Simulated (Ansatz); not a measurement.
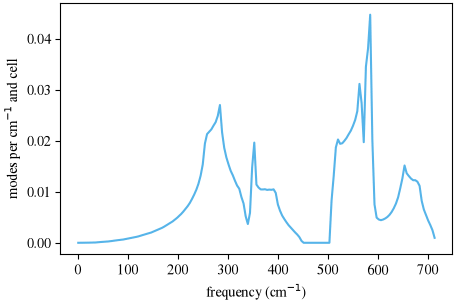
Figure: Phonon density of states of TiC (rock salt, Fm-3m), 2 atoms a cell, PBE (plane waves, PAW; program Ansatz)

Task: Estimate the mean frequency and the zero-point energy.

Result: The mean is about 440 cm⁻¹, and (3/2)ħ⟨ω⟩ gives 81.8 meV/atom.

Task: What share of the Dulong–Petit heat capacity is reached at 100 K and at 300 K?

Result: 16 % and 69 %.

The cell was relaxed with PBE under the symmetry of its start; phonons on a q-mesh show no instability. No spin polarisation was allowed. As this level gives no gap, phonon frequencies hold no LO–TO term and depend on the k-mesh and smearing (Fermi–Dirac, 0.1 eV here).

Potentials: the later of the program's two PAW sets.
